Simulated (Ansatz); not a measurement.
System: CH$_{5}$AlClNO.

```csv
atom,x (Å),y (Å),z (Å)
N,0.0147,1.4036,1.5331
Al,-0.6950,0.1255,0.5209
C,0.5722,-0.8070,-0.7391
O,0.3769,-2.0037,-1.2185
Cl,-0.9446,0.7149,-1.6621
H,-0.3253,1.6120,2.4575
H,0.6340,2.1337,1.2232
H,-1.8669,-0.7659,1.0951
H,1.4197,-0.2807,-1.1930
H,0.8974,-2.1835,-2.0141
```

Geometry: PBE0-D4/def2-TZVP.

Method: RKS PBE0-D4/def2-TZVPP (Ansatz).

What can the converged electron density and electron localisation function tell about the bonding?

C–O (1.30 Å): ρ at the midpoint is about 2.7 e/Å³; the ELF peaks at about 0.90 between the atoms (a polar covalent bond).
O–H (0.97 Å): the density is about 3.9 e/Å³ at the midpoint; the ELF climbs to about 1 towards the hydrogen, as it does in any bond to H (an ordinary covalent bond to hydrogen).
N–H (1.01 Å): ρ at the midpoint is about 2.9 e/Å³; the ELF climbs to about 1 towards the hydrogen (an ordinary covalent bond to hydrogen).

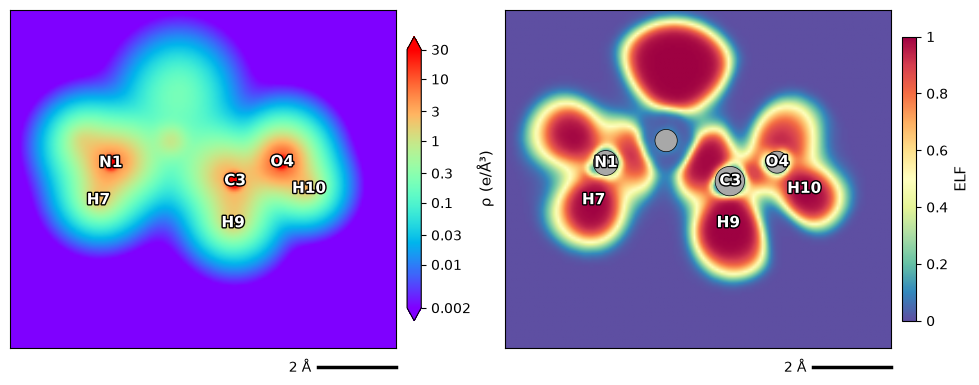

Computed electron density and electron localisation function on the plane of atoms C3, O4 and H10, in this order. Grey discs cover the atomic cores in the ELF map. 
